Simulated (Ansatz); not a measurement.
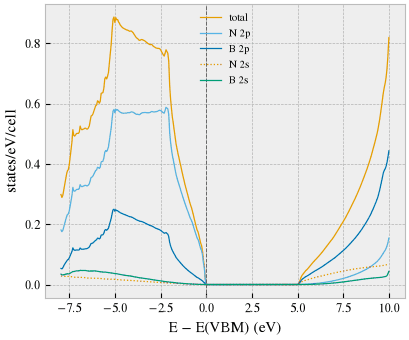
Total and projected density of states of BN (zinc blende, F-43m), the program Ansatz at the r²SCAN level (PAW)

**Question.** Which orbitals carry the states next to the gap?

**Answer.** Top 1 eV of the valence band: N 2p 84 %, B 2p 14 %. Bottom 1 eV of the conduction band: B 2p 56 %, N 2s 30 %, outside the projected shells 10 %. Projections are on Löwdin-orthogonalised atomic valence shells; empty p or d shells of many metals are not among them.

**Question.** Where is the tallest occupied peak in this window, and what makes it?

**Answer.** Near -5.0 eV, about 0.89 states/eV per cell; the largest projected share is N 2p.

Symmetry was held in the r²SCAN relaxation.

Potentials: the later of the program's two PAW sets.
